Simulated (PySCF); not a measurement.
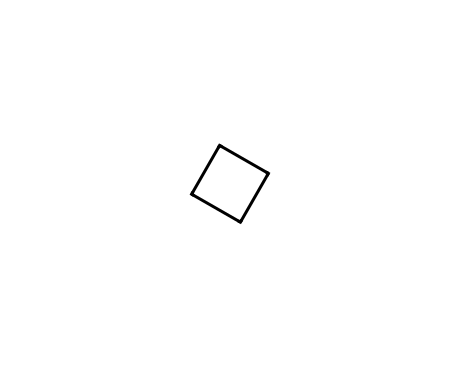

Skeletal drawing of a molecule.

Question: Transcribe the drawing into SMILES.

Answer: C1CCC1

Question: Give the formula, hydrogens included.

Answer: C4H8.

Question: An optimisation with GFN2-xTB gave a structure of which point group?

Answer: D2d.

The parts below concern this one geometry. Atoms keep their numbers from picture to picture. The computed structure is the end point of a GFN2-xTB optimisation. No frequency run is at hand to confirm it as a minimum.

### Geometry

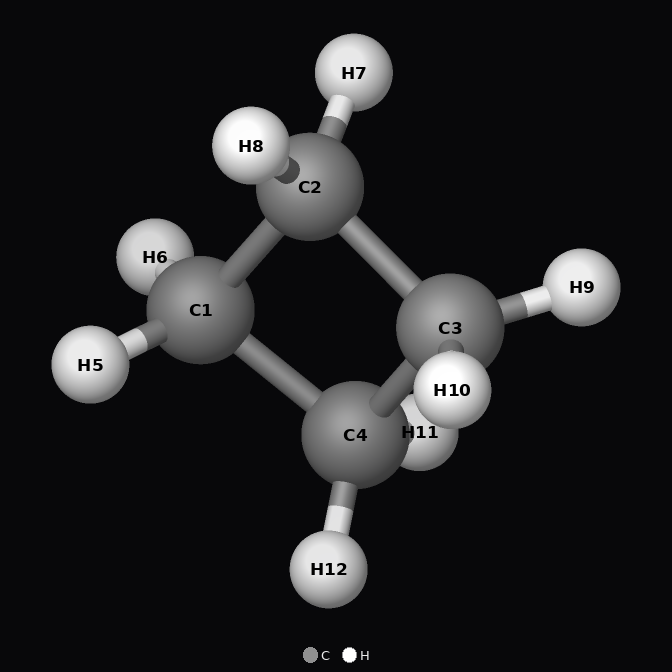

The atoms are numbered. No frequency run is at hand to confirm it as a minimum.

Question: What is the dihedral angle C2–C1–C4–C3?

Answer: 10° in size, that is syn (eclipsed).

### NMR shielding

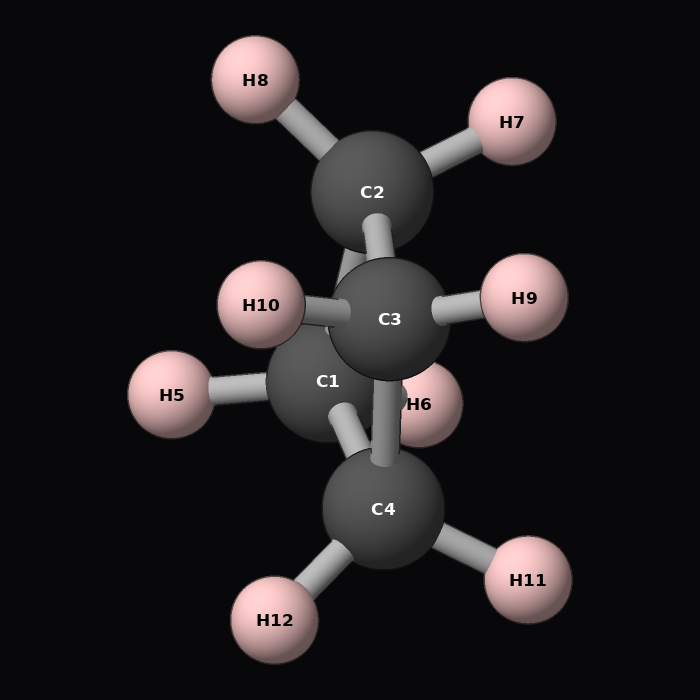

No frequency run is at hand to confirm it as a minimum. Properties computed with GIAO PBE0/pcSseg-1 NMR shielding, non-relativistic, gas phase (PySCF 2.14.0). Principal shieldings σ11 ≤ σ22 ≤ σ33, span Ω = σ33 − σ11, skew κ = 3(σiso − σ22)/Ω.

Give the shielding tensors of the C atoms.

```csv
atom,σ11,σ22,σ33,σiso,Ω,κ
"C1, C2, C3…",151.4,163.5,182.2,165.7,30.7,0.22
```

Shieldings and span in ppm.

### Electronic properties

No frequency run is at hand to confirm it as a minimum. Level of theory: PBE0/pcSseg-1, gas phase (PySCF 2.14.0).

Predict the main results.

- HOMO energy (Kohn–Sham orbital): −8.53 eV
- LUMO energy (Kohn–Sham orbital): 1.51 eV
- HOMO–LUMO gap: 10.04 eV

### Ring current

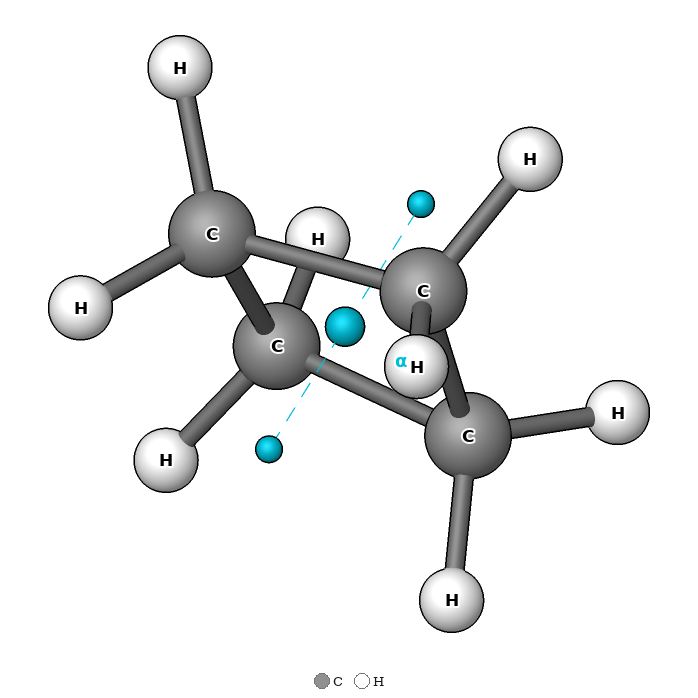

The small points mark where nucleus-independent chemical shifts (NICS) were computed: at the centre of each lettered ring and 1 Å above and below it. No frequency run is at hand to confirm it as a minimum. Method: GIAO PBE0/pcSseg-1 NMR shielding, non-relativistic, gas phase (PySCF 2.14.0).

Give NICS(0), NICS(1) and the out-of-plane component NICS(1)zz for each ring (means of the two sides).

| ring | members | NICS(0) | NICS(1) | NICS(1)zz |
| --- | --- | --- | --- | --- |
| α | C4 | 2.5 | 0.6 | 5.0 |

Values in ppm.
